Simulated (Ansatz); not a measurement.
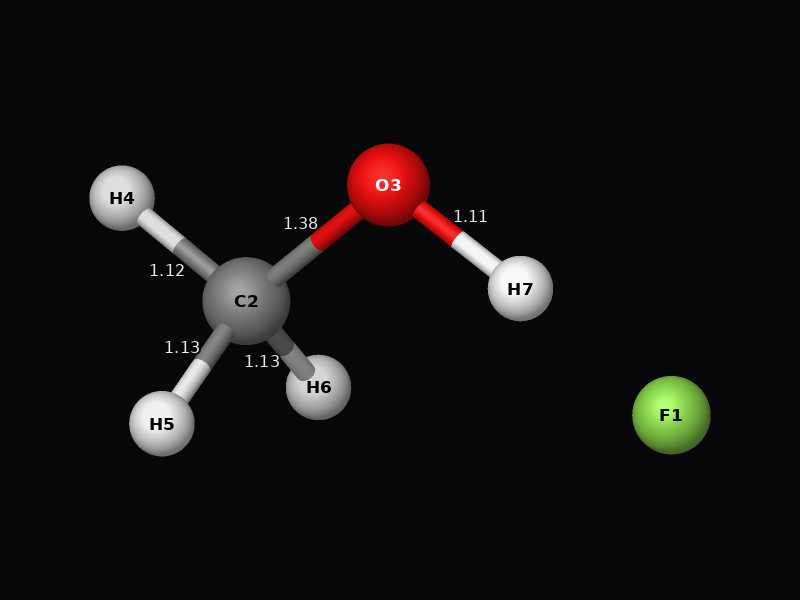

The numbers beside the sticks are distances in Å. Sticks don't show bond order. State: charge −1, singlet. The computed structure is the end point of a PBE-D4/def2-SVPD optimisation. No frequency run is at hand to confirm it as a minimum.

Question: Which of the marked bonds are single, double, triple or aromatic?

Answer: C2–O3 single; C2–H4 single; C2–H5 single; C2–H6 single; O3–H7 single. This is one Lewis structure.

Question: Write the SMILES.

Answer: CO.[F-]
